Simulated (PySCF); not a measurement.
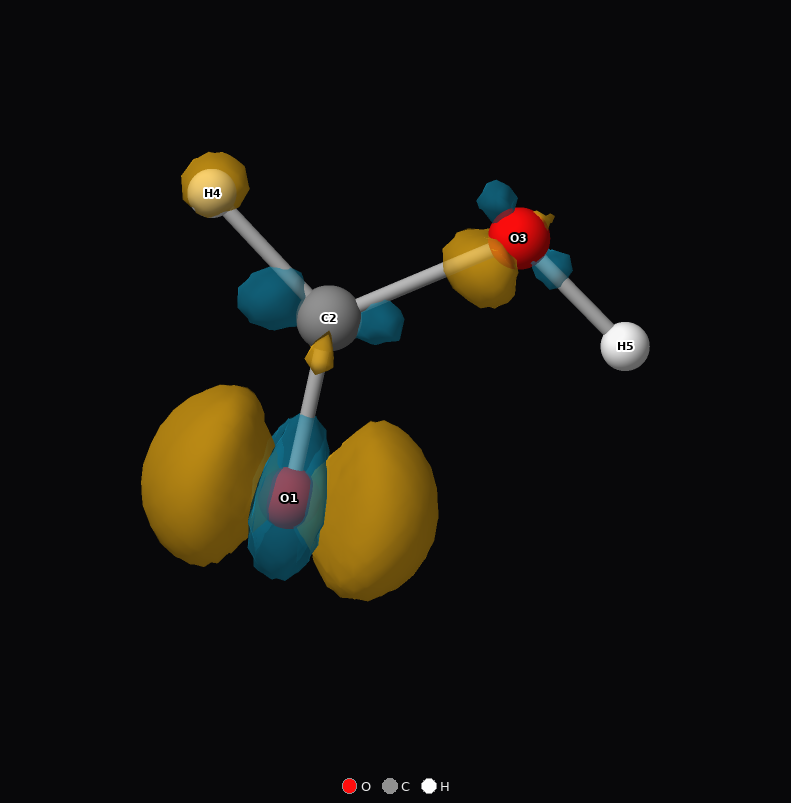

CH₂O₂, SMILES `O=CO`. Fukui function f⁻ = ρ(N) − ρ(N−1) at fixed geometry, surfaces at ±0.15 e/Å³ (yellow positive, teal negative).

Computed with PySCF, HF/def2-SVPD, geometry: GFN2-xTB. No frequency check shows the geometry to be a minimum.

Coordinates in Å:

```
O1       1.1284    0.2627    0.0000
C2       0.1311   -0.3916    0.0000
O3      -1.1021    0.0853    0.0000
H4       0.1002   -1.4918    0.0000
H5      -1.0975    1.0580    0.0000
```

### Which atoms respond most to the removal of an electron?

f⁻ (Hirshfeld-condensed) is largest on O1 (0.51); the vertical ionisation energy is 10.09 eV. Condensed values hint at sites of electrophilic attack but needn't mark the atom that reacts. Orbital relaxation makes it negative in places (0.27 e in all).

| atom | f⁻ | charge |
| --- | --- | --- |
| O1 | +0.51 | −0.34 |
| C2 | +0.18 | +0.25 |
| O3 | +0.15 | −0.22 |
| H4 | +0.11 | +0.09 |
| H5 | +0.06 | +0.22 |
